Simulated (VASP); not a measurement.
Band structure of Ba₂CuBrO₂ (space group R-3m). These are LDA (Ceperley-Alder, Perdew-Zunger), VASP's LDA PAW potentials (set 64) (plane waves; VASP 6.6.1) values and carry that method's errors.

Unless said otherwise, spin-orbit coupling is left out, though it shifts the bands of the heavy elements here.

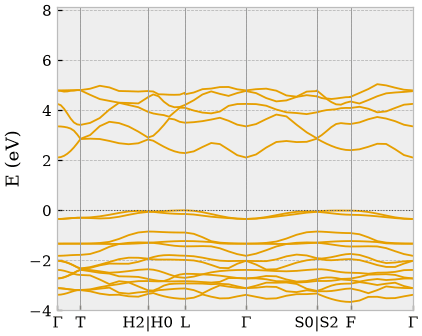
*Bands along high-symmetry lines, zero at the valence-band maximum or, without a gap, the Fermi level*

Read the plot: is there a gap, and where are the band edges?

The gap is indirect, 2.11 eV, from the valence maximum at L to the conduction minimum at Γ.

The structure comes from a computed database's Ba2CuBrO2 entry; how it stands against other phases isn't given here. The cell was not relaxed at this level.
